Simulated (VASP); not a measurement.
System: SnH$_{2}$.

```
Sn H
1.0
     5.30902    0.00000    0.00000
     0.00000    5.30902    0.00000
     0.00000    0.00000    5.30902
Sn H
4 8
Cartesian
  0.0000 0.0000 0.0000
  2.6545 2.6545 0.0000
  2.6545 0.0000 2.6545
  0.0000 2.6545 2.6545
  1.3273 1.3273 1.3273
  3.9818 3.9818 1.3273
  3.9818 1.3273 3.9818
  1.3273 3.9818 3.9818
  3.9818 1.3273 1.3273
  1.3273 3.9818 1.3273
  1.3273 1.3273 3.9818
  3.9818 3.9818 3.9818
```

Space group Fm-3m; a generated structure, not necessarily the stable one.

All numbers below come from Kohn-Sham DFT of a periodic cell, r2SCAN, VASP PAW PBE potentials, recommended (VASP 6.6.1).

What will maps of the valence pseudo-density and electron localisation function show?

Answer. Sn–H (2.30 Å): ρ at the midpoint is about 0.33 e/Å³; the ELF climbs to about 1 towards the hydrogen.

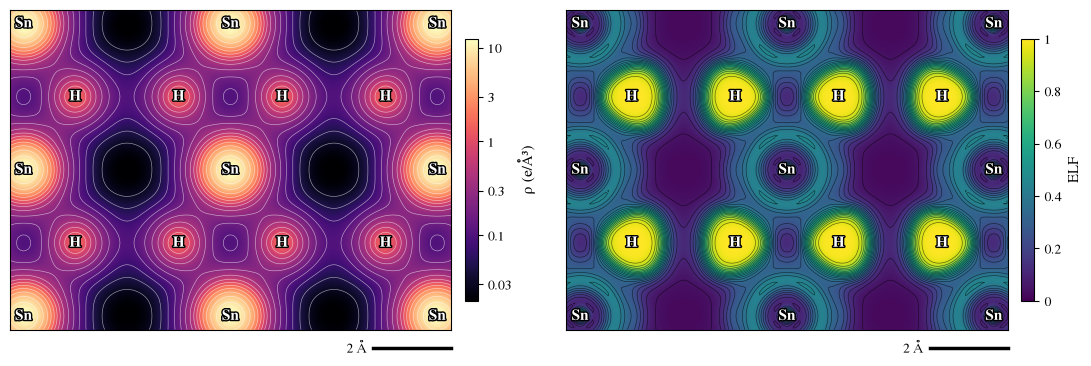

Computed valence pseudo-density and electron localisation function on the (011) plane of the conventional cell, in this order. 
